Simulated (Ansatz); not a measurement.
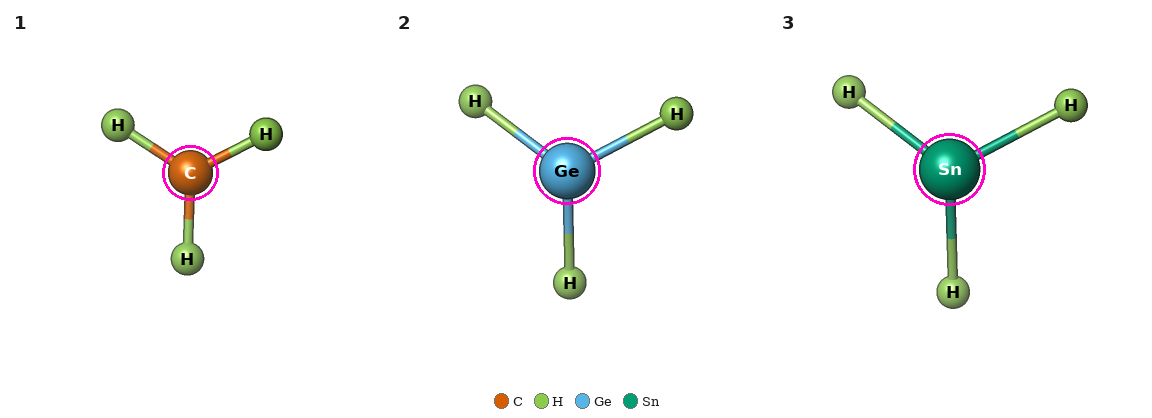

3 molecules with one skeleton, seen from the same side and at one scale; the atom that differs is circled. State: neutral, doublet. Computed geometries: PBE0-D4/def2-TZVP optimisations, one conformation each. Properties computed with Ansatz 0.2.0. Elements past Kr carry core potentials.

One atom differs, called X below: C in panel 1, Ge in panel 2, Sn in panel 3. Their formulas are CH3 (`[CH3]`), GeH3 (`[GeH3]`), SnH3 (`[SnH3]`).

### Rank them by the mean length of X–H, lowest first (PBE0-D4/def2-TZVP).

1 (C), 2 (Ge), 3 (Sn).

### Rank them by the mean angle H–X–H, lowest first (PBE0-D4/def2-TZVP).

3 (Sn), 2 (Ge), 1 (C).

Give the values. With PBE0-D4/def2-TZVP: mean length of X–H (Å), mean angle H–X–H (°), harmonic zero-point energy (kJ/mol). With r2SCAN-D4/def2-TZVPP: dipole moment (D).

| quantity | 1 (C) | 2 (Ge) | 3 (Sn) |
| --- | --- | --- | --- |
| mean length of X–H (Å) | 1.080 | 1.539 | 1.715 |
| mean angle H–X–H (°) | 120.0 | 111.1 | 109.6 |
| dipole moment (D) | 0.00 | 0.04 | 0.30 |
| harmonic zero-point energy (kJ/mol) | 78.2 | 52.7 | 46.3 |
